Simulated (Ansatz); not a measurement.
# From PBE to G0W0: KMgF3 (Pm-3m), part 2 of 2

Aim: the quasiparticle gap of KMgF3 (Pm-3m), starting from PBE.

Ansatz 0.2.0; PBE, then G0W0 on it, plane waves, PAW. Known limits of the many-body steps: finite bands, screening cutoff and k mesh; no spin-orbit coupling in G0W0.

So far. Step 2 (The PBE band structure): Over mesh and path the gap is 7.334 eV, from k = (0.500, 0.500, 0.500) to k = Γ. The least direct gap found is 7.655 eV, at k = Γ.

In doubt: masses and optical values from hybrid runs of this build are listed as unsure (in some of the runs), which bears on the screening that GW takes from such a start.

## Step 3: G0W0 on the 4×4×4 mesh

G0W0 replaces the xc potential by a self-energy built once from the orbitals of the start. Levels are corrected in the window of bands that the input names, at points of the mesh.

This step: G0W0 on PBE, plane waves, PAW.

input.yaml reads:

```yaml
crystal:
  lattice:
    - [3.9859, 0.0, 0.0]
    - [0.0, 3.9859, 0.0]
    - [0.0, 0.0, 3.9859]
  atoms:
    - { symbol: K, position: [0.5, 0.5, 0.5] }
    - { symbol: Mg, position: [0.0, 0.0, 0.0] }
    - { symbol: F, position: [0.5, 0.0, 0.0] }
    - { symbol: F, position: [0.0, 0.5, 0.0] }
    - { symbol: F, position: [0.0, 0.0, 0.5] }
kpoints:
  mp_grid: { grid: [4, 4, 4] }
hamiltonian:
  xc: pbe
scf:
  occupations: { method: fixed }
gw:
  n_empty_bands: 406
  ecut_chi: 200.0
  qp_bands: [v2, c2]
  qp_kpoints: band_edges
  screening: { model: contour_deformation }
```

Run with:

```console
> ansatz run input.yaml --threads 3 --pin off --max-ram 64512MiB --backend cuda --events-out ev --progress --plain --runs-dir out --devices 1 --max-vram 24GiB  # rebuilt from the run's record
```

Numbers of over 12 decimals in the logs are rounded to 6 here.

What it wrote:

```text
GPUs: using 1 of 1 available (devices: 1).
[...]
GPU FFT provider: cuFFT
GPU libraries: cuBLAS 13.8.2, cuFFT 12.4.0, cuSOLVER 12.3.4
Crystal: 5 atoms, lattice volume = 63.326 Å³
Basis set: ecut = 420 eV, 1237 PW (Γ)
Bands: 25, of which v1, the nominal top of the filled ones, is band 20 counted from 1 (19 counted from 0)
Symmetry: 48 space group operations
[...]
k-points: 10 of 64
[...]
GPU buffer pool allocated for 19683 grid points (all kernels)
[...]
SCF iter   1: F=—  HF=-5894.699950 eV  |F-HF|=—  |Δ(HF+E_count)|=         —  Δρ=4.88e-4  dr2=3.75e-5  ethr=1.77e-3  ⟨swp⟩=4.0  Hψ=1051  notcnv=0  defer=18
[...]
SCF iter   6: F=-5894.699983 eV  HF=-5894.699983 eV  |F-HF|=5.58e-9  |Δ(HF+E_count)|=   1.46e-7  Δρ=4.43e-6  dr2=7.35e-9  ethr=2.50e-10  ⟨swp⟩=8.3  Hψ=1009  notcnv=0
SCF 1 converged in 6 iterations: F = -5894.699983 eV  dr2 = 7.35e-9
[...]
NSCF: frozen V_eff on 10 k-points, pencils in batches of 32, up to order 100
the band table was solved once the SCF had ended and its energy, with any forces and stress, was formed, with the checks that follow a solve (1069 applications of the Hamiltonian). They found nothing against the state; the energy, forces and stress were not computed again (output.eigenvalues in the input reference)
[...]
NSCF: frozen V_eff on 10 k-points
G₀W₀ screening: q 1/10
[... further progress lines ...]
SCF converged after 6 iterations
Free energy (F): -5894.699983 eV
[...]
Internal energy: -5894.699983 eV  (E = F + TS)
E sigma→0 (E₀):  -5894.699983 eV
Fermi energy:    2.851758 eV
[...]
--- Band table (eV; the first three rows and the last of 10) ---
  k-point 0: bands = [... 16 lower, 2.2276, 2.5312, 2.5312, 2.5312, 10.1861, 12.9412, 12.9412, 15.0659, ... 1 higher]
  k-point 1: bands = [... 16 lower, 2.1137, 2.1137, 2.4265, 2.4265, 11.2002, 13.4336, 13.5014, 15.3222, ... 1 higher]
  k-point 2: bands = [... 16 lower, 1.9925, 1.9925, 2.3241, 2.3241, 12.9826, 13.3275, 13.9676, 15.6277, ... 1 higher]
  k-point 9: bands = [... 16 lower, 1.7440, 2.8518, 2.8518, 2.8518, 13.3133, 13.3133, 13.3133, 16.8147, ... 1 higher]
--- G₀W₀: contour deformation, 6 samples at zero and on the imaginary axis and 2 off it, 64 q-points, 406 empty bands' worth ---
  eigenvalues of the whole cell's RPA ε∞ on this k-mesh (on a slab, of 1 + 4πα/V) = 2.0073, 2.0073, 2.0073; static W/v taken at q = 0 is 0.498188
  bands read: the sum over 426 bands ends inside a degenerate multiplet in 2 slots, whose members it reads at an even weight; the widest, k=0: bands 426 to 428 (counted from 1) at 1/3 each
  gw.qp_kpoints: band_edges: 10 of 10 stored k-points solved, in 1 pass; an edge of the gap read off the rows below is read off those points alone
    ik  band        ε_KS         Σx   Σc(E_QP)       V_xc       Z   E_QP_lin       E_QP  E_QP is
     0    19      2.5312   -31.8170     5.1490   -24.0039  0.8095    -0.1941    -0.1329  root
     0    20      2.5312   -31.8170     5.1490   -24.0039  0.8095    -0.1941    -0.1329  root
     0    21     10.1861    -7.2223    -3.3070   -11.9018  0.8898    11.5659    11.5586  root
     0    22     12.9412    -5.0390    -3.5456   -10.4662  0.8904    14.8390    14.8227  root
     1    19      2.4265   -31.6282     5.1667   -23.7719  0.8091    -0.3265    -0.2631  root
     1    20      2.4265   -31.6282     5.1667   -23.7719  0.8091    -0.3265    -0.2631  root
     1    21     11.2002    -8.1599    -3.2743   -12.9185  0.8841    12.6934    12.6845  root
     1    22     13.4336    -5.8799    -3.5550   -11.4581  0.8856    15.4766    15.4569  root
     2    19      2.3241   -31.4265     5.1957   -23.5178  0.8084    -0.4548    -0.3889  root
     2    20      2.3241   -31.4265     5.1957   -23.5178  0.8084    -0.4548    -0.3889  root
     2    21     12.9826    -8.0307    -3.3398   -13.0912  0.8782    14.7171    14.7033  root
     2    22     13.3275    -8.6932    -3.5395   -13.9827  0.8776    15.0922    15.0775  root
     3    19      2.2709   -31.3231     5.1701   -23.4324  0.8087    -0.5161    -0.4498  root
     3    20      2.5394   -31.6639     5.2186   -23.7559  0.8081    -0.2140    -0.1499  root
     3    21     11.9994    -8.4570    -3.3253   -13.3652  0.8809    13.5930    13.5822  root
     3    22     13.8199    -6.3669    -3.6143   -12.0929  0.8826    15.9540    15.9316  root
     4    19      2.1994   -31.2168     5.1705   -23.3121  0.8086    -0.6024    -0.5349  root
     4    20      2.5772   -31.5667     5.2499   -23.6192  0.8075    -0.1857    -0.1205  root
     4    21     13.5961    -8.6700    -3.5797   -14.2021  0.8760    15.5673    15.5484  root
     4    22     13.6674    -8.1174    -3.4318   -13.3627  0.8759    15.4971    15.4809  root
     5    19      1.9605   -30.6020     5.1667   -22.6382  0.8079    -0.9107    -0.8366  root
     5    20      2.8310   -32.0006     5.2617   -24.0873  0.8076     0.1180     0.1794  root
     5    21     13.7799    -8.4499    -3.6491   -14.3770  0.8753    16.0844    16.0579  root
     5    22     14.5426    -8.1717    -3.6111   -14.0348  0.8721    16.8224    16.7945  root
     6    19      2.5042   -31.5887     5.2006   -23.6987  0.8084    -0.2491    -0.1851  root
     6    20      2.5305   -31.6067     5.2822   -23.6148  0.8069    -0.2456    -0.1793  root
     6    21     12.5286    -8.1507    -3.4143   -13.2298  0.8807    14.2059    14.1935  root
     6    22     14.2423    -6.4578    -3.7112   -12.3364  0.8817    16.4339    16.4097  root
     7    19      2.4816   -31.5096     5.2240   -23.5846  0.8079    -0.2846    -0.2194  root
     7    20      2.6311   -31.6939     5.2660   -23.7374  0.8073    -0.1240    -0.0594  root
     7    21     13.5675    -7.8457    -3.6135   -13.4485  0.8793    15.5762    15.5568  root
     7    22     13.8646    -7.2650    -3.5739   -12.7350  0.8798    15.7784    15.7606  root
     8    19      2.5381   -31.4525     5.2358   -23.5153  0.8077    -0.2288    -0.1633  root
     8    20      2.8412   -32.0349     5.2654   -24.1195  0.8076     0.1300     0.1912  root
     8    21     13.5472    -7.2844    -3.6441   -13.0750  0.8812    15.7162    15.6937  root
     8    22     13.9833    -6.8257    -3.6824   -12.6010  0.8822    16.0979    16.0762  root
     9    19      2.8518   -32.0690     5.2694   -24.1506  0.8076     0.1417     0.2028  root
     9    20      2.8518   -32.0690     5.2694   -24.1506  0.8076     0.1417     0.2028  root
     9    21     13.3133    -6.2419    -3.6470   -11.9152  0.8864    15.3588    15.3396  root
     9    22     13.3133    -6.2419    -3.6470   -11.9152  0.8864    15.3588    15.3396  root
```

Elapsed: 8.3 s, on 1 × NVIDIA H100 80GB HBM3 (shared by 3 runs) with 3 threads of AMD EPYC 7R13 (Zen 3), shared host; peak memory 1.4 GiB; 11 s of CPU time.

This step gave:

| Quantity | Value |
| --- | --- |
| bands summed | 426 |
| RPA ε∞ on this mesh (eigenvalues) | 2.007, 2.007, 2.007 |
| plane waves in the screening matrix | 437 |
| q-points in the mesh | 64 |
| G0W0 gap over the corrected points | 11.36 eV |
| k of the valence top | -0.5, -0.5, -0.5 |
| k of the conduction bottom | 0, 0, 0 |
| starting gap on the mesh | 7.334 eV |
| Z at the valence top | 0.8076 |
| Z at the conduction bottom | 0.8898 |
| least direct G0W0 gap over the corrected points | 11.69 eV |

Over all 10 irreducible mesh points the G0W0 gap is 11.356 eV, from k = (-0.500, -0.500, -0.500) to k = Γ. The PBE gap of this run on the mesh is 7.334 eV. The two states that bound the G0W0 gap lie that far apart at the start, so the correction of the gap is 11.356 − 7.334 = +4.022 eV. The start of this run differs from the step before in mesh (6×6×6 and 4×4×4).

Labels follow the order of the start: v1 is the top filled band, c1 the lowest empty one; levels that stay degenerate share a row, the window can cut a multiplet, doubted levels are not marked in this list, bands outside the window were not corrected, and the list may be a part of the corrected levels. The levels before and after the correction (eV, zero at the valence-band top of each column):

|  | conduction bottom | valence top |
| --- | --- | --- |
| Kohn-Sham | 7.33 | 0.00 |
| G0W0 | 11.36 | 0.00 |

|  | level | occupation | energy (eV) |
| --- | --- | --- | --- |
| Kohn-Sham | Γ v2-v1 | 2 | -0.321 |
| Kohn-Sham | Γ c1 | 0 | 7.334 |
| Kohn-Sham | Γ c2 | 0 | 10.089 |
| Kohn-Sham | (-0.5 -0.5 -0.5) v2-v1 | 2 | 0.000 |
| Kohn-Sham | (-0.5 -0.5 -0.5) c1-c2 | 0 | 10.461 |
| G0W0 | Γ v2-v1 | 2 | -0.336 |
| G0W0 | Γ c1 | 0 | 11.356 |
| G0W0 | Γ c2 | 0 | 14.620 |
| G0W0 | (-0.5 -0.5 -0.5) v2-v1 | 2 | 0.000 |
| G0W0 | (-0.5 -0.5 -0.5) c1-c2 | 0 | 15.137 |

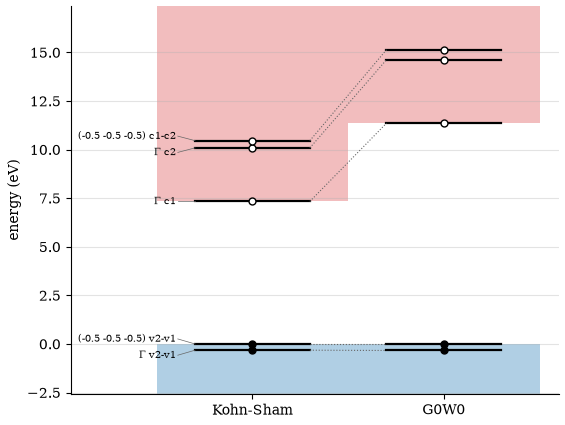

Levels before and after the correction. Shaded: valence and conduction bands. Filled marks are occupied levels, open marks empty ones.

The parts of the quasiparticle energy for the two states that bound the G0W0 gap, in eV on the run's own scale (QP = start + Σx + Σc − Vxc, with Σc at the quasiparticle energy):

| edge | k | band | start | Σx | Σc | Vxc | Z | QP |
| --- | --- | --- | --- | --- | --- | --- | --- | --- |
| valence top | (-0.500, -0.500, -0.500) | 19 | 2.852 | −32.069 | 5.269 | −24.151 | 0.808 | 0.203 |
| conduction bottom | Γ | 21 | 10.186 | −7.222 | −3.307 | −11.902 | 0.890 | 11.559 |

## Step 4: Side by side

Each gap is the least one over the points named; times are wall times on shared hosts, not benchmarks. A G0W0 time includes the run's own self-consistent start. Rows marked * are further runs, not shown as steps, whose inputs differ from the G0W0 step on the same start in the columns given; solver thresholds can differ too. Symmetry makes (0.500, 0.500, 0.500) and (-0.500, -0.500, -0.500) one point.

| level | mesh | files, cutoff | bands summed, screening | points | gap (eV) | valence top | conduction bottom | least direct gap (eV) | time |
| --- | --- | --- | --- | --- | --- | --- | --- | --- | --- |
| PBE | 6×6×6 | soft_2 PAW, 420 eV | - | mesh and path | 7.334 | (0.500, 0.500, 0.500) | Γ | 7.655 | 3.2 s |
| G0W0@PBE* | 4×4×4 | soft_2 PAW, 420 eV | 163, 100 eV | all 10 irreducible mesh points | 11.145 | (-0.500, -0.500, -0.500) | Γ | 11.476 | 5.4 s |
| G0W0@PBE | 4×4×4 | soft_2 PAW, 420 eV | 426, 200 eV | all 10 irreducible mesh points | 11.356 | (-0.500, -0.500, -0.500) | Γ | 11.692 | 8.3 s |
| G0W0@PBE* | 4×4×4 | soft_2 PAW, 420 eV | 426, 200 eV, plasmon pole | all 10 irreducible mesh points | 11.298 | (-0.500, -0.500, -0.500) | Γ | 11.634 | 14 s |

## Step 5: Outcome

```
PBE gap over mesh and path                       : 7.334 eV, from k = (0.500, 0.500, 0.500) to k = Γ
G0W0@PBE gap over all 10 irreducible mesh points : 11.356 eV, from k = (-0.500, -0.500, -0.500) to k = Γ
GW settings                                      : 4×4×4 mesh, 406 empty bands, screening to 200 eV
known limits                                     : finite bands, screening cutoff and k mesh; no spin-orbit coupling in G0W0
```

What this shows: Over all 10 irreducible mesh points the G0W0 gap is 11.356 eV, from k = (-0.500, -0.500, -0.500) to k = Γ. The PBE gap of this run on the mesh is 7.334 eV. The two states that bound the G0W0 gap lie that far apart at the start, so the correction of the gap is 11.356 − 7.334 = +4.022 eV. The valence state moves by 0.203 − 2.852 = −2.649 eV and the conduction state by 11.559 − 10.186 = +1.373 eV, on the run's own scale; with 163 bands the edge states move by −2.426 and +1.385 eV, so the split between the edges depends on the bands and cutoff. Both edges that PBE shows over mesh and path lie at k points where levels were corrected. Levels at other points were not corrected, so a lower G0W0 gap elsewhere in the zone is not ruled out. From 163 bands and 100 eV to 426 bands and 200 eV the gap moves by 11.356 − 11.145 = +0.211 eV; bands and screening cutoff rise together, so their parts are not told apart. Two runs can't test a law of convergence, so the limit is not known. With the plasmon pole model in place of the contour deformation model and all else as in the G0W0@PBE row with 426 bands, the gap differs by 11.298 − 11.356 = −0.058 eV. G0W0 on other starts in this series, not shown as steps and not all at these settings: 12.315 eV on HSE06 (4×4×4, soft_2 PAW, 426 bands, 200 eV) and 12.527 eV on PBE0 (4×4×4, soft_2 PAW, 426 bands, 200 eV). The G0W0 runs are scalar-relativistic. This is the ideal cubic cell; tilts or off-centring, which many perovskites show locally, are not in it. No pair of G0W0 runs that differ in the mesh alone is shown (4×4×4 is a supercell whose nearest images lie 16 Å apart), so the error from the mesh is not known here. G0W0 is shown with one set of atomic data (soft_2 PAW), so the error from the files is not known here.

[Paths, hosts, dates, memory and timing lines, banners, echoed tables and standing remarks are left out of the program output.]

[Logs are printed without paths, hosts, clocks, repeated set-up lines and the standing remarks that a program may print on its own settings, such as how far it seeks lower states.]

[Runs of the session that timed out or met a known fault of the program may be left out.]

[Cells called generated may have been cut or substituted from an entry of the Crystallography Open Database or the Materials Project.]

[Hosts, paths, dates, database ids (printed as entryN), source tags and the programs' standing remarks are cut or masked in the printed files.]

[Where an RPA ε∞ is given, it is that of the G0W0 mesh and is not shown converged in it. Names of k-points follow the symmetry that the program found, which can be lower than the space group named. Band edges on a path are those of the sampled points; other points can move an edge, and change direct to indirect where valleys lie close.]

[Hybrid gaps are those of their k-mesh and are not shown converged in it.]
